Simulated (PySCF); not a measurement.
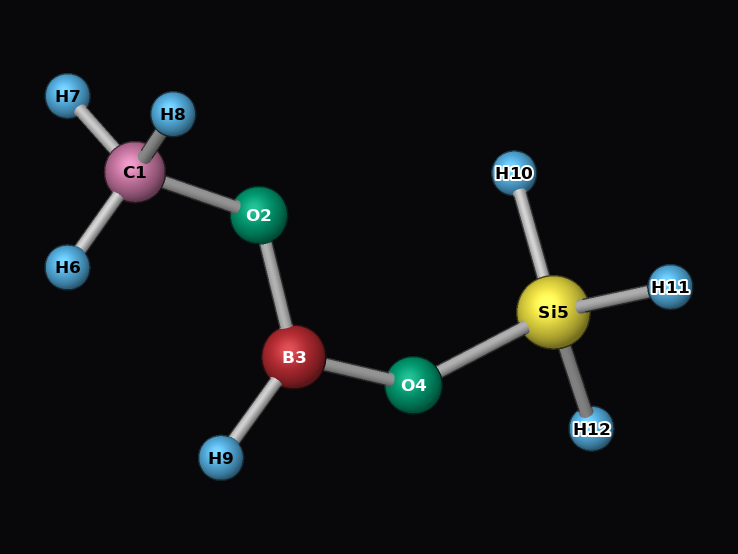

The questions are on isotropic NMR shieldings of the O atoms. The geometry was computed by an optimisation with GFN2-xTB. No frequency run is at hand to confirm it as a minimum. Method: GIAO PBE0/pcSseg-1 NMR shielding, non-relativistic, gas phase (PySCF 2.14.0).

List the isotropic NMR shieldings of the O atoms.

```
atom  σ (ppm)
  O2    204.5
  O4    239.9
```

The geometry is semi-empirical. Around B, Si such bond lengths and angles can be off by a tenth of an ångström or more and by several degrees, and values that hang on the shape move with them.
